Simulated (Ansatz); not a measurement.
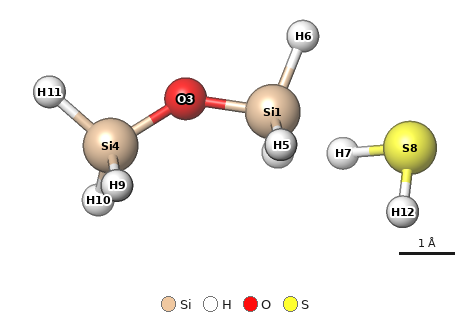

*The structure as given in the input (ball-and-stick view, seen at a tilt; atoms are numbered from 1 in the order of the input).*

**Run report: Si$_{2}$H$_{8}$SO, geometry relaxation (part 1 of 3)**

- system: Si$_{2}$H$_{8}$SO
- method: RKS PBE0-D4/def2-TZVP (Ansatz 0.2.0)

The geometry is a transition state displaced along its imaginary mode. The reaction was set up to form Si1–S8 and H2–H7 and to break Si1–H2 and H7–S8 (atoms counted from 1 in the order of the input); sticks are drawn by distance alone. Figures and captions count atoms from 1; the log counts them from 0 in places.

Input file:
```yaml
crystal:
  periodic: [false, false, false]
  atoms:
    - {symbol: Si, position_ang: [0.640455, 0.521011, 0.066705]}
    - {symbol: H, position_ang: [0.941803, -0.633950, -0.890430]}
    - {symbol: O, position_ang: [-0.846492, 0.661953, -0.556281]}
    - {symbol: Si, position_ang: [-2.304667, -0.031280, -0.271663]}
    - {symbol: H, position_ang: [0.484428, 0.415502, 1.498767]}
    - {symbol: H, position_ang: [1.340623, 1.694614, -0.595757]}
    - {symbol: H, position_ang: [2.080541, -0.619218, -0.551812]}
    - {symbol: S, position_ang: [3.109006, -0.219843, 0.471658]}
    - {symbol: H, position_ang: [-2.502297, -0.256004, 1.198428]}
    - {symbol: H, position_ang: [-2.390648, -1.325384, -0.947008]}
    - {symbol: H, position_ang: [-3.330858, 0.898454, -0.800860]}
    - {symbol: H, position_ang: [2.778105, -1.105955, 1.378155]}
basis:
  gaussian: {orbitals: def2-TZVP}
hamiltonian: {xc: pbe0, dispersion: d4}
relax: {f_tol: 0.005, max_steps: 200}
```

Run on 4 threads of Arm Neoverse V2, 23 GiB of memory available, shared host.

Launch command:
```bash
ansatz run in.yaml --threads 4 --pin off --events-out ev --progress --plain --max-ram 9574MiB
```

Output:
```
Functional definition: PBE0
  name "PBE0"
  cite "Adamo & Barone, J. Chem. Phys. 110, 6158 (1999) doi:10.1063/1.478522"
  cite "Perdew, Burke & Ernzerhof, Phys. Rev. Lett. 77, 3865 (1996) doi:10.1103/PhysRevLett.77.3865"
  parent pbe
  parameter a = 0.25
  parameter kappa = 0.804
  parameter beta = 0.06672455060314922
  exchange = (1 - a)*pbe_x(kappa = kappa, mu = beta*pi^2/3) + a*exact_x
  correlation = pbe_c(beta = beta)
1310 factors; their error is unknown
mean field evaluation 1: about -28752.3728 eV, gradient 5.4e1 eV
mean field evaluation 2: about -28739.1346 eV, gradient 9.9e1 eV
mean field evaluation 4: about -28757.2252 eV, gradient 3.3e0 eV
mean field evaluation 8: about -28757.2463 eV, gradient 3.4e-2 eV
mean field evaluation 16: about -28757.3398 eV, gradient 1.9e-5 eV
mean field -28757.33975797 eV, -1056.8127436803 hartree, gradient 1.9e-5 eV, S^2 0.000000; 0 other end points of the search recorded, 0 dependent functions left out
the calculation of the forces begins
reference -28757.33979392 eV, -1056.8127450015 hartree; 30, 30 occupied and 160, 160 virtual orbitals, 1310 factors
relax step   1: F+E_penalty+E_count = -28757.56685317 eV  Δ(F+E_penalty+E_count) = +0.000e0 eV  max|allowed force component| = 2.014e0 eV/Å  Δτ_max = 0.0000 Å  (27 SCF iters, accepted)
these checks for a lower state are left out or cut short: starts, cluster_reference, orbital_swaps, neighbouring_geometries, increment
1310 factors; their error is unknown
mean field -28757.96323068 eV, -1056.8356558799 hartree, gradient 8.4e-6 eV, S^2 0.000000; 0 other end points of the search recorded, 0 dependent functions left out
[... from here on the field's lines of each further geometry are left out, up to the last ...]
relax step   2: F+E_penalty+E_count = -28758.18540082 eV  Δ(F+E_penalty+E_count) = -6.185e-1 eV  max|allowed force component| = 1.615e0 eV/Å  Δτ_max = 0.1947 Å  (30 SCF iters, accepted)
relax step   3: F+E_penalty+E_count = -28758.53825194 eV  Δ(F+E_penalty+E_count) = -3.529e-1 eV  max|allowed force component| = 1.131e0 eV/Å  Δτ_max = 0.1947 Å  (29 SCF iters, accepted)
relax step   4: F+E_penalty+E_count = -28758.76440525 eV  Δ(F+E_penalty+E_count) = -2.262e-1 eV  max|allowed force component| = 7.673e-1 eV/Å  Δτ_max = 0.1953 Å  (29 SCF iters, accepted)
relax step   5: F+E_penalty+E_count = -28758.87912651 eV  Δ(F+E_penalty+E_count) = -1.147e-1 eV  max|allowed force component| = 3.449e-1 eV/Å  Δτ_max = 0.2000 Å  (30 SCF iters, accepted)
relax step   6: F+E_penalty+E_count = -28758.93783432 eV  Δ(F+E_penalty+E_count) = -5.871e-2 eV  max|allowed force component| = 2.246e-1 eV/Å  Δτ_max = 0.2000 Å  (28 SCF iters, accepted)
relax step   7: F+E_penalty+E_count = -28758.96187829 eV  Δ(F+E_penalty+E_count) = -2.404e-2 eV  max|allowed force component| = 2.341e-1 eV/Å  Δτ_max = 0.1999 Å  (28 SCF iters, accepted)
relax step   8: F+E_penalty+E_count = -28758.97665317 eV  Δ(F+E_penalty+E_count) = -1.477e-2 eV  max|allowed force component| = 8.480e-2 eV/Å  Δτ_max = 0.2000 Å  (30 SCF iters, accepted)
relax step   9: F+E_penalty+E_count = -28758.98480996 eV  Δ(F+E_penalty+E_count) = -8.157e-3 eV  max|allowed force component| = 3.259e-1 eV/Å  Δτ_max = 0.2000 Å  (28 SCF iters, accepted)
relax step  10: F+E_penalty+E_count = -28758.99953507 eV  Δ(F+E_penalty+E_count) = -1.473e-2 eV  max|allowed force component| = 6.366e-2 eV/Å  Δτ_max = 0.1999 Å  (28 SCF iters, accepted)
relax step  11: F+E_penalty+E_count = -28759.00251699 eV  Δ(F+E_penalty+E_count) = -2.982e-3 eV  max|allowed force component| = 2.050e-2 eV/Å  Δτ_max = 0.1020 Å  (28 SCF iters, accepted)
relax step  12: F+E_penalty+E_count = -28758.99265588 eV  Δ(F+E_penalty+E_count) = +9.861e-3 eV  max|allowed force component| = 7.051e-1 eV/Å  Δτ_max = 0.1750 Å  (29 SCF iters, rejected (line search))
relax step  13: F+E_penalty+E_count = -28759.00368352 eV  Δ(F+E_penalty+E_count) = -1.167e-3 eV  max|allowed force component| = 3.547e-2 eV/Å  Δτ_max = 0.0583 Å  (28 SCF iters, accepted)
relax step  14: F+E_penalty+E_count = -28759.00423572 eV  Δ(F+E_penalty+E_count) = -5.522e-4 eV  max|allowed force component| = 9.943e-2 eV/Å  Δτ_max = 0.0978 Å  (28 SCF iters, accepted)
relax step  15: F+E_penalty+E_count = -28759.00476607 eV  Δ(F+E_penalty+E_count) = -5.304e-4 eV  max|allowed force component| = 5.857e-2 eV/Å  Δτ_max = 0.0200 Å  (28 SCF iters, accepted)
relax step  16: F+E_penalty+E_count = -28759.00518004 eV  Δ(F+E_penalty+E_count) = -4.140e-4 eV  max|allowed force component| = 2.524e-3 eV/Å  Δτ_max = 0.0291 Å  (28 SCF iters, accepted)
relax step  17: F+E_penalty+E_count = -28759.00551467 eV  Δ(F+E_penalty+E_count) = -3.346e-4 eV  max|allowed force component| = 8.023e-2 eV/Å  Δτ_max = 0.0805 Å  (28 SCF iters, accepted)
relax step  18: F+E_penalty+E_count = -28759.00575753 eV  Δ(F+E_penalty+E_count) = -2.429e-4 eV  max|allowed force component| = 5.657e-2 eV/Å  Δτ_max = 0.0180 Å  (29 SCF iters, accepted)
relax step  19: F+E_penalty+E_count = -28759.00606985 eV  Δ(F+E_penalty+E_count) = -3.123e-4 eV  max|allowed force component| = 8.708e-2 eV/Å  Δτ_max = 0.0680 Å  (28 SCF iters, accepted)
relax step  20: F+E_penalty+E_count = -28759.00627439 eV  Δ(F+E_penalty+E_count) = -2.045e-4 eV  max|allowed force component| = 8.408e-2 eV/Å  Δτ_max = 0.0331 Å  (28 SCF iters, accepted)
relax step  21: F+E_penalty+E_count = -28759.00649655 eV  Δ(F+E_penalty+E_count) = -2.222e-4 eV  max|allowed force component| = 4.727e-2 eV/Å  Δτ_max = 0.0200 Å  (28 SCF iters, accepted)
relax step  22: F+E_penalty+E_count = -28759.00672590 eV  Δ(F+E_penalty+E_count) = -2.293e-4 eV  max|allowed force component| = 1.307e-2 eV/Å  Δτ_max = 0.0342 Å  (28 SCF iters, accepted)
relax step  23: F+E_penalty+E_count = -28759.00686968 eV  Δ(F+E_penalty+E_count) = -1.438e-4 eV  max|allowed force component| = 7.202e-2 eV/Å  Δτ_max = 0.0616 Å  (28 SCF iters, accepted)
relax step  24: F+E_penalty+E_count = -28759.00702057 eV  Δ(F+E_penalty+E_count) = -1.509e-4 eV  max|allowed force component| = 3.426e-2 eV/Å  Δτ_max = 0.0074 Å  (24 SCF iters, accepted)
relax step  25: F+E_penalty+E_count = -28759.00715463 eV  Δ(F+E_penalty+E_count) = -1.341e-4 eV  max|allowed force component| = 5.873e-3 eV/Å  Δτ_max = 0.0159 Å  (28 SCF iters, accepted)
relax step  26: F+E_penalty+E_count = -28759.00733679 eV  Δ(F+E_penalty+E_count) = -1.822e-4 eV  max|allowed force component| = 3.855e-2 eV/Å  Δτ_max = 0.0570 Å  (27 SCF iters, accepted)
relax step  27: F+E_penalty+E_count = -28759.00739071 eV  Δ(F+E_penalty+E_count) = -5.391e-5 eV  max|allowed force component| = 5.741e-2 eV/Å  Δτ_max = 0.0538 Å  (27 SCF iters, accepted)
relax step  28: F+E_penalty+E_count = -28759.00748359 eV  Δ(F+E_penalty+E_count) = -9.288e-5 eV  max|allowed force component| = 2.029e-2 eV/Å  Δτ_max = 0.0113 Å  (28 SCF iters, accepted)
relax step  29: F+E_penalty+E_count = -28759.00750977 eV  Δ(F+E_penalty+E_count) = -2.618e-5 eV  max|allowed force component| = 1.285e-2 eV/Å  Δτ_max = 0.0086 Å  (23 SCF iters, accepted)
relax step  30: F+E_penalty+E_count = -28759.00757149 eV  Δ(F+E_penalty+E_count) = -6.172e-5 eV  max|allowed force component| = 1.994e-3 eV/Å  Δτ_max = 0.0072 Å  (30 SCF iters, accepted)
relax step  31: F+E_penalty+E_count = -28759.00760723 eV  Δ(F+E_penalty+E_count) = -3.574e-5 eV  max|allowed force component| = 1.569e-2 eV/Å  Δτ_max = 0.0240 Å  (29 SCF iters, accepted)
relax step  32: F+E_penalty+E_count = -28759.00762955 eV  Δ(F+E_penalty+E_count) = -2.232e-5 eV  max|allowed force component| = 1.518e-2 eV/Å  Δτ_max = 0.0170 Å  (28 SCF iters, accepted)
relax step  33: F+E_penalty+E_count = -28759.00765181 eV  Δ(F+E_penalty+E_count) = -2.226e-5 eV  max|allowed force component| = 1.433e-2 eV/Å  Δτ_max = 0.0198 Å  (28 SCF iters, accepted)
relax step  34: F+E_penalty+E_count = -28759.00766674 eV  Δ(F+E_penalty+E_count) = -1.493e-5 eV  max|allowed force component| = 1.528e-2 eV/Å  Δτ_max = 0.0154 Å  (28 SCF iters, accepted)
relax step  35: F+E_penalty+E_count = -28759.00767142 eV  Δ(F+E_penalty+E_count) = -4.682e-6 eV  max|allowed force component| = 1.921e-2 eV/Å  Δτ_max = 0.0159 Å  (28 SCF iters, accepted)
relax step  36: F+E_penalty+E_count = -28759.00766778 eV  Δ(F+E_penalty+E_count) = +3.640e-6 eV  max|allowed force component| = 2.180e-2 eV/Å  Δτ_max = 0.0114 Å  (28 SCF iters, rejected (line search))
relax step  37: F+E_penalty+E_count = -28759.00768340 eV  Δ(F+E_penalty+E_count) = -1.197e-5 eV  max|allowed force component| = 1.061e-2 eV/Å  Δτ_max = 0.0056 Å  (23 SCF iters, accepted)
the calculation of the forces begins
reference -28758.80996404 eV, -1056.8667727570 hartree; 30, 30 occupied and 160, 160 virtual orbitals, 1310 factors
relax step  38: F+E_penalty+E_count = -28759.00768873 eV  Δ(F+E_penalty+E_count) = -5.329e-6 eV  max|allowed force component| = 3.179e-3 eV/Å  Δτ_max = 0.0025 Å  (22 SCF iters, accepted)
1310 factors; their error is unknown
mean field evaluation 288: about -28758.8099 eV, gradient 2.4e-4 eV
```

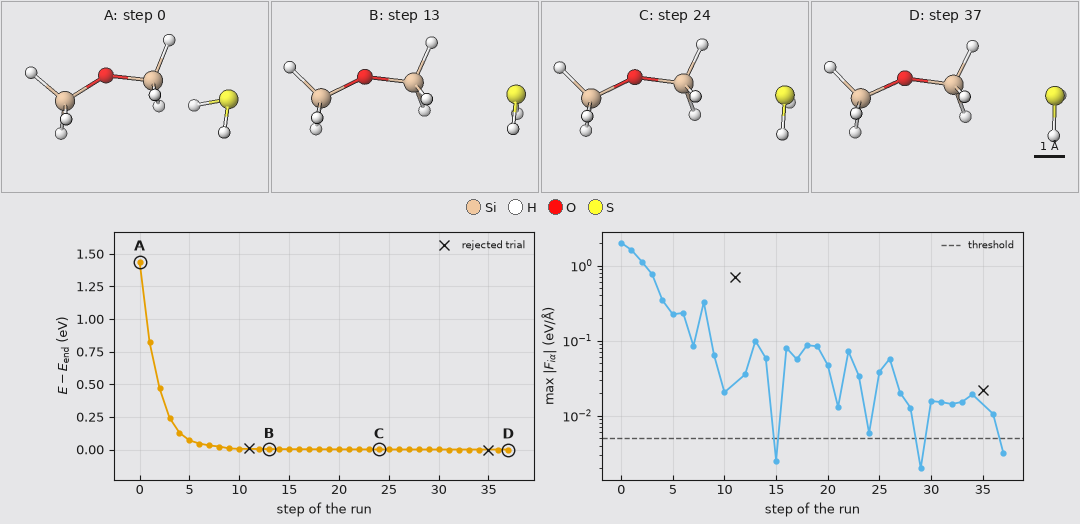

*Frames of the relaxation (ball-and-stick view, seen at a tilt) above the curves, on which the letters mark them (the first geometry is step 0 here and step 1 in the log).*

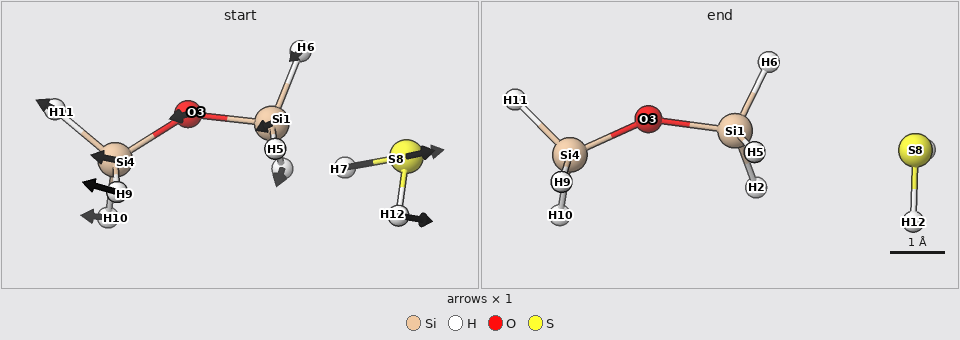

*Before (left) and after (right) the relaxation, at one scale (ball-and-stick view, seen at a tilt). The black arrows give the displacements, at true length.*

Over 37 geometry steps the energy falls by 1.441 eV. Largest force component: 2 eV/Å at the start, 0.0032 eV/Å at the end. The line search rejected the trial steps at points 11, 35 (counted from 0) and went back. H7 moves most after the best rigid fit: 1.91 Å. By element the largest moves are H 1.91 Å, S 0.59 Å, Si 0.49 Å, O 0.42 Å. Distances before and after: H7–S8 1.505 → 1.342 Å, Si1–H2 1.530 → 1.486 Å, Si1–H5 1.444 → 1.485 Å, Si1–H6 1.519 → 1.481 Å. Among the angles that change: H2–Si1–O3 90.3° → 108.9°, H2–Si1–H5 125.9° → 110.0°, H5–Si1–H6 122.6° → 110.9°. (Atoms are counted from 1 in the order of the input.)

```
mean field -28758.80992481 eV, -1056.8667713154 hartree, gradient 7.7e-6 eV, S^2 0.000000; 1 other end points of the search recorded, 0 dependent functions left out
the calculation of the forces begins
reference -28758.80996404 eV, -1056.8667727570 hartree; 30, 30 occupied and 160, 160 virtual orbitals, 1310 factors
Total energy: -28759.00772795 eV, -1056.8740404467 hartree
Atom 0 at     0.341803     0.370474    -0.040359 Å, force    -0.000790     0.000404     0.000446 eV/Å
Atom 1 at     0.761975    -0.933640    -0.615432 Å, force     0.000725    -0.000050     0.000013 eV/Å
Atom 2 at    -1.226504     0.647440    -0.438475 Å, force     0.000480    -0.000473    -0.000202 eV/Å
Atom 3 at    -2.771784     0.142485    -0.312417 Å, force    -0.000497     0.000620    -0.000209 eV/Å
Atom 4 at     0.469695     0.336780     1.438576 Å, force     0.000027    -0.000350    -0.000127 eV/Å
Atom 5 at     1.140624     1.476528    -0.615599 Å, force     0.000498     0.000187     0.000292 eV/Å
Atom 6 at     3.977070    -0.484576    -0.481698 Å, force    -0.000356     0.000603     0.002008 eV/Å
Atom 7 at     3.617380    -0.126916     0.760424 Å, force    -0.000504    -0.003179    -0.001865 eV/Å
Atom 8 at    -3.169897     0.037896     1.117024 Å, force     0.000063     0.000013     0.000108 eV/Å
Atom 9 at    -2.935407    -1.190540    -0.951922 Å, force    -0.000097    -0.000304     0.000309 eV/Å
Atom 10 at    -3.645616     1.126645    -0.996620 Å, force    -0.000006    -0.000037    -0.000162 eV/Å
Atom 11 at     3.440659    -1.402677     1.136401 Å, force     0.000457     0.002566    -0.000613 eV/Å
Dipole moment:     0.187467    -0.264368    -0.041665 e Å
```

Trajectory as extended XYZ (Å, eV, eV/Å), 38 frames, from step=1 to step=38:
```
12
Properties=species:S:1:pos:R:3:forces:R:3 step=1 energy=-28757.56685
Si    0.6405    0.5210    0.0667    0.5924   1.1212  -2.0139
H     0.9418   -0.6340   -0.8904   -0.3349  -0.4059   0.0198
O    -0.8465    0.6620   -0.5563   -1.7372   0.2138   0.1648
Si   -2.3047   -0.0313   -0.2717    0.0267   0.5774   0.2244
H     0.4844    0.4155    1.4988    0.0596  -0.2635   0.6106
H     1.3406    1.6946   -0.5958   -0.1738  -0.4250   0.6423
H     2.0805   -0.6192   -0.5518    1.3295  -0.1293   1.3012
S     3.1090   -0.2198    0.4717    0.6945   0.5781  -1.0077
H    -2.5023   -0.2560    1.1984    0.0073   0.0522  -0.1775
H    -2.3906   -1.3254   -0.9470   -0.0458  -0.4065  -0.2243
H    -3.3309    0.8985   -0.8009   -0.1031  -0.0782   0.0456
H     2.7781   -1.1060    1.3782   -0.3152  -0.8342   0.4147
12
Properties=species:S:1:pos:R:3:forces:R:3 step=2 energy=-28758.18540
Si    0.6143    0.5494   -0.0420   -0.6372   0.0397  -0.9840
H     0.8967   -0.6815   -0.9212    0.0370   0.1863   0.3931
O    -0.9301    0.7248   -0.5593   -0.6927   0.2738   0.1583
Si   -2.3602   -0.0138   -0.2634    0.0887   0.2784  -0.0123
H     0.5250    0.3764    1.4191    0.1602  -0.1208   0.0389
H     1.3336    1.7337   -0.5861    0.0342  -0.2198   0.2385
H     2.2120   -0.6469   -0.4109    1.6148   0.3595   0.9629
S     3.2318   -0.1939    0.5398   -0.4588  -0.5327  -0.9444
H    -2.5308   -0.2471    1.2003   -0.0359   0.0248  -0.0559
H    -2.4165   -1.3221   -0.9535   -0.0295  -0.1201  -0.0651
H    -3.4099    0.8892   -0.7852   -0.1513  -0.0595   0.0412
H     2.8341   -1.1682    1.3624    0.0705  -0.1096   0.2288
12
Properties=species:S:1:pos:R:3:forces:R:3 step=3 energy=-28758.53825
Si    0.5727    0.5644   -0.1037   -1.1310  -0.4586  -0.3047
H     0.8828   -0.6961   -0.9018   -0.0050   0.3770   0.2892
O    -1.0027    0.7765   -0.5550    0.0904   0.2698   0.1131
Si   -2.4096    0.0007   -0.2635    0.0988   0.0265  -0.0908
H     0.5444    0.3504    1.3743    0.1532   0.0165  -0.2462
H     1.3323    1.7374   -0.5705    0.0771  -0.0011   0.0171
H     2.3866   -0.6552   -0.3251    0.0225  -0.2578  -0.7408
S     3.3120   -0.2280    0.5208    0.7206  -0.2210   0.7892
H    -2.5588   -0.2431    1.1962   -0.0828   0.0076   0.0155
H    -2.4342   -1.3179   -0.9612   -0.0369   0.0667   0.0194
H    -3.4751    0.8834   -0.7784   -0.2067  -0.0423   0.0225
H     2.8496   -1.1727    1.3677    0.2998   0.2167   0.1165
```
